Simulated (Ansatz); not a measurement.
# HCl (hydrogen chloride): levels of theory compared

We compute a comparison of 6 runs (PBE/3-21G, SVWN5/3-21G, HSE06/6-31G*, UB3LYP/6-31G*, r2SCAN0/6-31G*, BCCD(T)/3-21G) of HCl (hydrogen chloride). 

Program for the calculation: Ansatz 0.2.0.

56 further runs of the same task are left out: 2 that didn't finish, 54 set aside as unsound or not needed.

### 1 Starting point

HCl has 2 atoms, charge 0, and is taken as a singlet. As SMILES, `Cl`. The H2–Cl1 distance was set to 1.918 Å, away from the relaxed value.

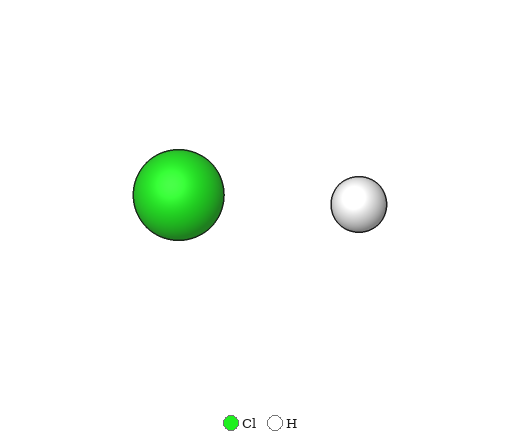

The structure, seen from a chosen angle (chlorine green, hydrogen white).

### 2 The energy at PBE/3-21G (run 1)

File job.yaml:

```yaml
crystal:
  periodic: [false, false, false]
  atoms:
    - {symbol: Cl, position_ang: [1.092011, -0.357004, 0.561606]}
    - {symbol: H, position_ang: [-0.546000, 0.178500, -0.280800]}
basis:
  gaussian:
    orbitals: 3-21G.json
hamiltonian:
  xc: {name: PBE}
accuracy: high
```

The basis set 3-21G is read from a file made from the Basis Set Exchange's data (not shown).

On the command line:

```
$ ansatz run job.yaml --threads 1 --pin off --max-ram 2610MiB --events-out events.jsonl --progress --plain --runs-dir runs
```

What it wrote:

```text
Warning: RAYON_NUM_THREADS=1 ignored (pool sized by the plan → 1); use --threads N
Functional definition: PBE
  name "PBE"
  parameter kappa = 0.804
  parameter beta = 0.06672455060314922
  exchange = pbe_x(kappa = kappa, mu = beta*pi^2/3)
  correlation = pbe_c(beta = beta)
255 factors; integrals over basis functions are off by at most 3.2e-9 eV
mean field evaluation 1: about -12470.0429 eV, gradient 1.6e1 eV
mean field evaluation 2: about -12463.3642 eV, gradient 4.2e1 eV
mean field evaluation 4: about -12471.2995 eV, gradient 1.0e0 eV
mean field evaluation 8: about -12471.3056 eV, gradient 1.6e-3 eV
mean field evaluation 16: about -12471.3056 eV, gradient 5.7e-10 eV
mean field -12471.30563413 eV, -458.3120286997 hartree, gradient 5.1e-9 eV, S^2 0.000000; 0 other end points of the search recorded, 0 dependent functions left out
reference -12471.30563577 eV, -458.3120287600 hartree; 9, 9 occupied and 6, 6 virtual orbitals, 255 factors
Total energy: -12471.30563577 eV, -458.3120287600 hartree
```

Wall time 0.32 s (1 thread of Arm Neoverse V2, shared host).

### 3 A single-point energy at SVWN5/3-21G (run 2)

File in.yaml:

```yaml
crystal:
  periodic: [false, false, false]
  atoms:
    - {symbol: Cl, position_ang: [1.092011, -0.357004, 0.561606]}
    - {symbol: H, position_ang: [-0.546000, 0.178500, -0.280800]}
basis:
  gaussian:
    orbitals: 3-21G.json
hamiltonian:
  xc: {name: SVWN5}
accuracy: high
```

The basis set 3-21G is read from a file made from the Basis Set Exchange's data (not shown).

On the command line:

```
$ ansatz run in.yaml --threads 1 --pin off --max-ram 2610MiB --events-out events.jsonl --progress --plain --runs-dir runs
```

What it wrote:

```text
Warning: RAYON_NUM_THREADS=1 ignored (pool sized by the plan → 1); use --threads N
Functional definition: SVWN5
  name "SVWN5"
  exchange = slater_x
  correlation = vwn5_c
255 factors; integrals over basis functions are off by at most 3.2e-9 eV
mean field evaluation 1: about -12434.4642 eV, gradient 1.7e1 eV
mean field evaluation 2: about -12427.3860 eV, gradient 4.3e1 eV
mean field evaluation 4: about -12435.8422 eV, gradient 1.1e0 eV
mean field evaluation 8: about -12435.8480 eV, gradient 1.2e-3 eV
mean field evaluation 16: about -12435.8480 eV, gradient 7.4e-10 eV
mean field -12435.84795912 eV, -457.0089831771 hartree, gradient 5.0e-9 eV, S^2 0.000000; 0 other end points of the search recorded, 0 dependent functions left out
reference -12435.84796070 eV, -457.0089832352 hartree; 9, 9 occupied and 6, 6 virtual orbitals, 255 factors
Total energy: -12435.84796070 eV, -457.0089832352 hartree
```

It took 0.24 s on 1 thread of Arm Neoverse V2, shared host.

Runs 3 to 5 aren't shown in full; the table further down has their settings and results.

### 4 A single-point energy at BCCD(T)/3-21G (run 6)

File job.yaml:

```yaml
basis:
  gaussian:
    orbitals: 3-21G.json
crystal:
  periodic: [false, false, false]
  atoms:
    - symbol: Cl
      position_ang: [1.092011, -0.357004, 0.561606]
    - symbol: H
      position_ang: [-0.546000, 0.178500, -0.280800]
scf:
  omitted_lower_state_checks: [cluster_reference, increment]
accuracy: high
correlation:
  method: bccd_t
  frozen_orbitals: {Cl: 5, H: 0}
```

The basis set 3-21G is read from a file made from the Basis Set Exchange's data (not shown).

On the command line:

```
$ ansatz run job.yaml --threads 1 --pin off --max-ram 2610MiB --events-out events.jsonl --progress --plain --runs-dir runs
```

What it wrote, cut to the lines that bear on the results:

```text
Warning: RAYON_NUM_THREADS=1 ignored (pool sized by the plan → 1); use --threads N
Functional definition: HF
  name "HF"
[...]
255 factors; integrals over basis functions are off by at most 3.2e-9 eV
[...]
mean field -12457.02357386 eV, -457.7871726654 hartree, gradient 3.6e-8 eV, S^2 0.000000; 0 other end points of the search recorded, 0 dependent functions left out; unrestricted orbitals would lower it
5 core orbitals not correlated: weight in the atoms' cores, before any rotation towards them, 1.000 or more for the frozen orbitals, at most 0.000 for the correlated occupied ones
reference -12457.02357386 eV, -457.7871726654 hartree; 4, 4 occupied and 6, 6 virtual orbitals, 255 factors
second order -1.82462640 eV of doubles, -0.00000000 eV of singles
cycle   1  -2.11043587 eV  change   -2.9e-1 eV  update   7.0e-2
[...]
cycle  20  -2.35731689 eV  change  -7.3e-10 eV  update  1.3e-10
perturbative correction -0.02828487 eV, -0.0010394499 hartree
Total energy: -12459.40917562 eV, -457.8748419132 hartree
Checks for a lower state left out: cluster_reference, increment
```

Wall time 0.18 s (1 thread of Arm Neoverse V2, shared host).

### 5 The series

| run | level | frozen core orbitals | energy (Eh) | wall time |
| --- | --- | --- | --- | --- |
| 1 | PBE/3-21G | – | -458.312029 | 0.32 s |
| 2 | SVWN5/3-21G | – | -457.008983 | 0.24 s |
| 3 | HSE06/6-31G* (spherical functions) | – | -460.528323 | 0.54 s |
| 4 | UB3LYP/6-31G* (spherical functions) | – | -460.710023 | 0.82 s |
| 5 | r2SCAN0/6-31G* (spherical functions) | – | -460.651163 | 0.98 s |
| 6 | BCCD(T)/3-21G | 5 | -457.874842 | 0.18 s |

### 6 Outcome

| quantity | value |
| --- | --- |
| run 6: total energy | -457.87484 Eh |
| run 6: correlation energy (5 core orbitals frozen) | -87.7 mEh |
| run 6: (T) correction | -1.04 mEh |

Totals of different functionals can't be ranked against each other. In run 6 the log says that unrestricted orbitals would lower the reference, so the values rest on an unstable closed-shell determinant (other closed-shell runs at this shape may share the fault). All runs together took 3.1 s, the longest 0.98 s.
